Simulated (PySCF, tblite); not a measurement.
**C₃H₁₀OSSi₂: geometry, infrared bands and NMR shifts**

Aim: predict the infrared bands and NMR shifts of C₃H₁₀OSSi₂ (`O=[SH]/C=C\C([SiH3])[SiH3]`).

The runs use tblite 0.8.0 and PySCF 2.14.0, with density-fitted response routines of our own; the level of theory stands in each step. All values are computed, except where a source is named. Atoms are numbered from 0 throughout.

### Step 1. Starting geometry

17 atoms, charge 0, multiplicity 1; geometry from: force field or distance geometry start.

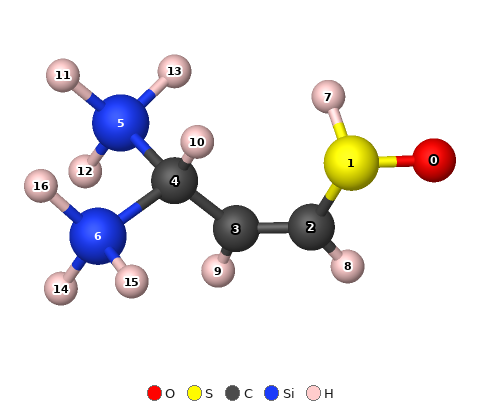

As it starts; oxygen red, sulfur yellow, carbon dark grey, silicon blue, hydrogen pink, atoms numbered.

### Step 2. Relaxing the molecule with GFN2-xTB

The job: settings as JSON, then the geometry in Å.

```
{"job": {"kind": "relax", "xc": "GFN2-xTB", "basis": "xTB"}, "charge": 0, "multiplicity": 1}
O      3.949900    -1.429100     0.679600
S      2.562800    -0.934700     1.022200
C      1.550900    -1.439200    -0.332900
C      0.348300    -0.860900    -0.593800
C     -0.360300     0.233500     0.192000
Si    -0.709700     1.784500    -0.838000
Si    -2.072700    -0.241900     0.811400
H      2.710900     0.384300     0.763500
H      1.899200    -2.229100    -0.993000
H     -0.188600    -1.259300    -1.453200
H      0.222900     0.542700     1.054000
H     -1.360900     2.836200    -0.015700
H     -1.546000     1.470000    -2.012100
H      0.591300     2.335900    -1.320300
H     -2.969200    -0.620600    -0.307100
H     -1.947400    -1.417500     1.728200
H     -2.688300     0.857300     1.605200
```

Launch:

```console
OMP_NUM_THREADS=1 python probes_run.py task.json out
```

This one command runs all jobs of the session in turn.

**Question.** This job is followed by: GFN2-xTB harmonic vibrations, gas phase; GIAO PBE0/pcSseg-1 NMR shielding, non-relativistic, gas phase. Predict these results of the whole session: strongest single infrared mode (GFN2-xTB); zero-point energy (GFN2-xTB); 13C shifts against TMS (PBE0/pcSseg-1); 1H shifts against TMS (PBE0/pcSseg-1, means over atoms taken as alike); 17O shifts against H2O (PBE0/pcSseg-1); 33S shifts against CS2 (PBE0/pcSseg-1); 29Si shifts against TMS (PBE0/pcSseg-1, means over atoms taken as alike).

As calculated:

| quantity | value |
| --- | --- |
| strongest single infrared mode (GFN2-xTB) | 2284 cm⁻¹, 634 km/mol |
| zero-point energy (GFN2-xTB) | 68.2 kcal/mol |
| 13C shifts against TMS (PBE0/pcSseg-1) | 148.2, 141.8, 13.4 ppm |
| 1H shifts against TMS (PBE0/pcSseg-1, means over atoms taken as alike) | 10.70, 6.40, 6.03, 3.97, 1.42 ppm |
| 17O shifts against H2O (PBE0/pcSseg-1) | -3.2 ppm |
| 33S shifts against CS2 (PBE0/pcSseg-1) | 309 ppm |
| 29Si shifts against TMS (PBE0/pcSseg-1, means over atoms taken as alike) | -67.9 ppm |

In words: The optimisation took 86 steps and gained 0.451 eV; among the close pairs (by a distance rule), S1–H7 changed most, from 1.352 to 1.429 Å. All 45 modes are real, so the xTB geometry is a minimum. The strongest single mode, at 2284 cm⁻¹, moves mainly H11 and H16. GFN2-xTB is a fitted tight-binding method: band positions and strengths are rough. Its intensities can rank the bands wrongly.
